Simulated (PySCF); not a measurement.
## Electronic structure of C$_{6}$H$_{14}$Si$_{3}$ in real space

```xyz
23

C     3.2536    0.8313   -1.8987
C     2.7802    0.8061   -0.6681
C     2.7474   -0.4224    0.1949
C     1.3724   -0.7335    0.5425
C     0.2199   -0.9622    0.8119
Si   -1.5855   -1.1992    1.1415
C    -2.1667   -2.6545    0.0589
Si   -2.6256    0.7985    0.5526
Si   -1.3027    2.2860   -0.6258
H     3.2526    1.7308   -2.4905
H     3.6676   -0.0472   -2.3680
H     2.3572    1.6950   -0.2186
H     3.3124   -0.2441    1.1168
H     3.1938   -1.2711   -0.3307
H    -1.6958   -1.6191    2.5521
H    -3.2183   -2.8713    0.2250
H    -2.0405   -2.4279   -0.9964
H    -1.6053   -3.5604    0.2682
H    -3.1442    1.4483    1.7705
H    -3.8545    0.5075   -0.2110
H    -2.0633    3.3004   -1.3634
H    -0.4021    3.0306    0.2592
H    -0.4573    1.6053   -1.6104
```

Geometry: GFN2-xTB.

Level of theory: PBE0/pcSseg-1, SCF density, gas phase, non-relativistic (PySCF).

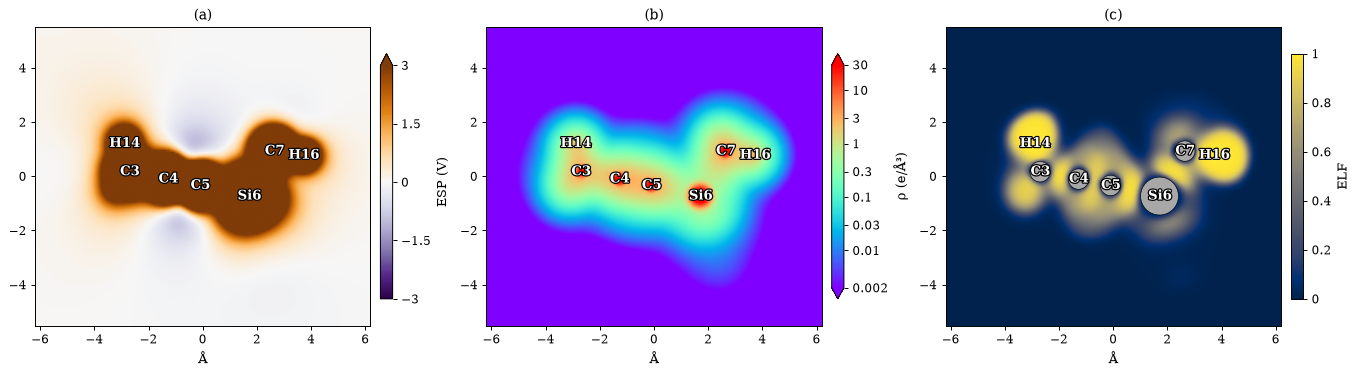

Figure 1. (a) electrostatic potential; (b) electron density; (c) electron localisation function on the plane of atoms Si6, C7 and H16. Grey discs cover the atomic cores in the ELF map.

**Read the bonding off the picture.**

The section cuts through C, Si and H sites.
C–C (1.21 Å): the density is about 2.7 e/Å³ at the midpoint; the ELF peaks at about 0.85 between the atoms: a multiple bond.
C–Si (1.85 Å): the density is about 0.91 e/Å³ at the midpoint; the ELF peaks at about 0.95 between the atoms (a covalent bond).
C–H (1.09 Å): ρ is about 2 e/Å³ halfway; the ELF climbs to about 1 towards the hydrogen, as it does in any bond to H (a covalent bond by its length).
C–Si (1.90 Å): ρ is about 0.9 e/Å³ halfway; the ELF peaks at about 0.95 between the atoms; localised, covalent bonding.
Outside the dense part of the molecule the potential is most negative (−1.0 V) near C5.

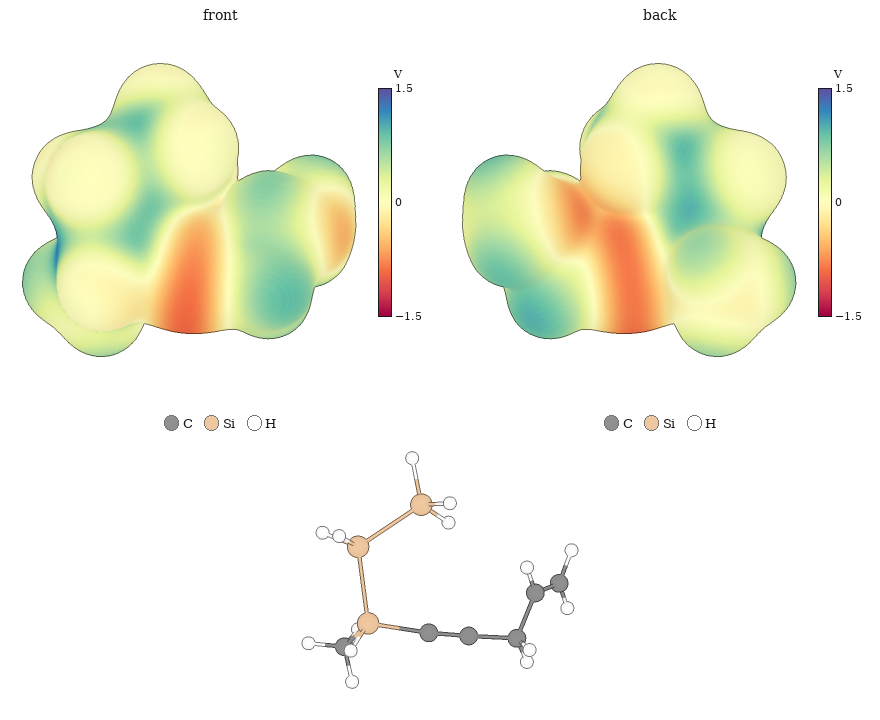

Figure 2. The molecular electrostatic potential painted on the density surface at 0.002 e/bohr³, seen from the front and from behind; the colour scale runs from red (negative) to blue (positive). The bare structure is drawn below in the same view.

**Which sites attract a positive test charge, and which a negative one?**

A positive charge is drawn to the negative regions and a negative charge to the positive ones. The most negative region (about −0.9 V) lies over C4 and C5, the most positive (about +1.1 V) over Si6 and Si8.

**What dipole moment does the calculation give?**

Its dipole moment is 1.00 D.
